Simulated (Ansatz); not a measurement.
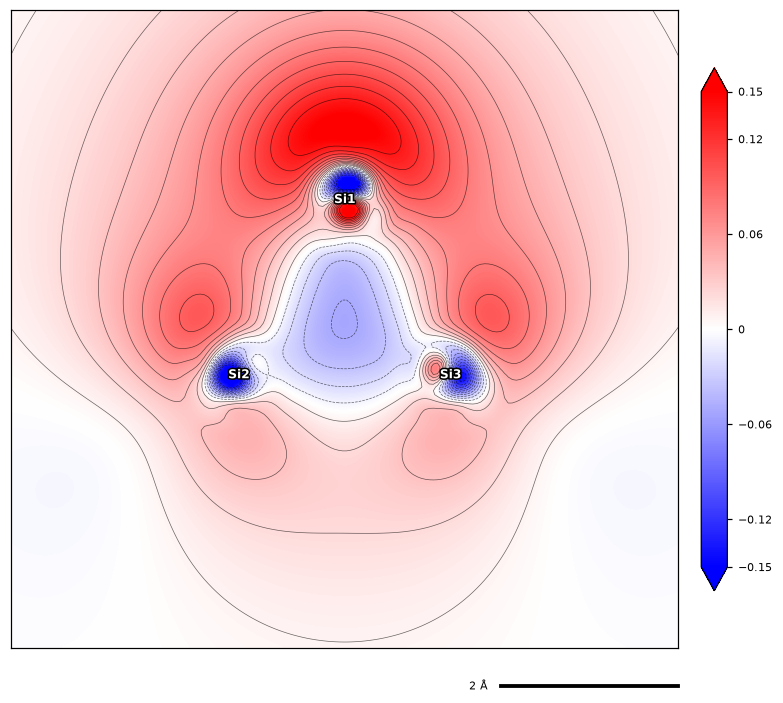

Figure. H5Si3 (doublet). The LUMO (α) on the plane of atoms Si1, Si3 and Si2 (values in Å⁻³ᐟ²; the overall sign is arbitrary).

Geometry: PBE0-D3(BJ)/def2-SVP.

All numbers below come from isolated molecule in a Gaussian basis; Kohn-Sham density functional theory, functional PBE0 in Ansatz 0.2.0.

```xyz
8

Si   -1.7296    0.3319   -1.2885
Si    0.0931   -1.0391   -1.6924
Si   -0.1619    0.0972    0.4002
H    -2.8066   -0.6480   -0.8877
H    -0.0267   -2.5173   -1.8564
H     1.2842   -0.4959   -2.4083
H     0.9241    1.1096    0.5485
H    -0.4588   -0.5916    1.6901
```

What is the character of this orbital?

By Hirshfeld shares it lies mainly on Si1 (about 25 %), Si2 (about 20 %), Si3 (about 20 %), H4 (about 10 %), H5 (about 5 %) and H8 (about 5 %). Its energy is −0.77 eV.
